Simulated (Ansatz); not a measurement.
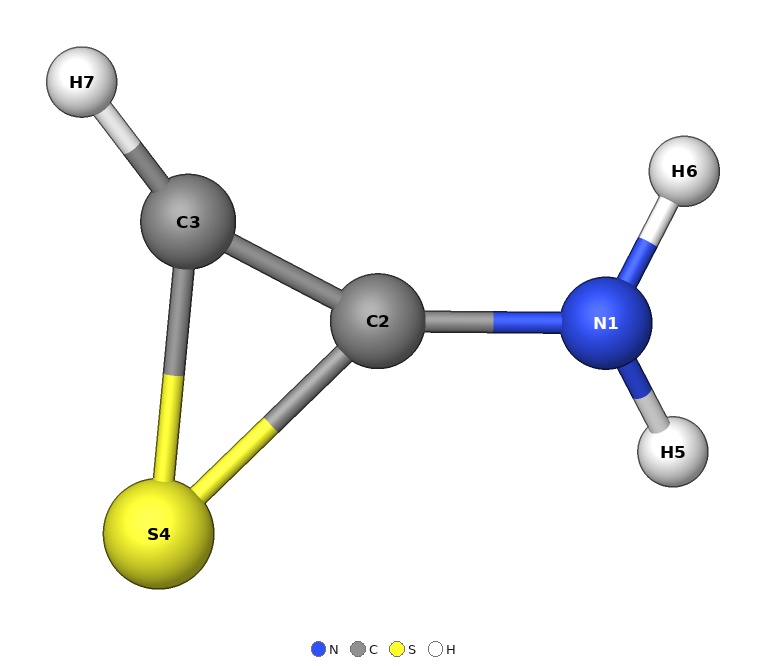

Harmonic vibrations computed with RKS PBE0-D4/def2-TZVP (Ansatz 0.2.0) at a stationary point of the same level.

### How many imaginary frequencies does it have?

A minimum: no imaginary frequency, and the lowest mode lies at 255 cm⁻¹.

### How many vibrational modes are there, and where do they lie?

15 modes: 255, 316, 386, 449, 527, 546, 696, 901, 1108, 1215, 1631, 1917, 3365, 3593, 3705 cm⁻¹.
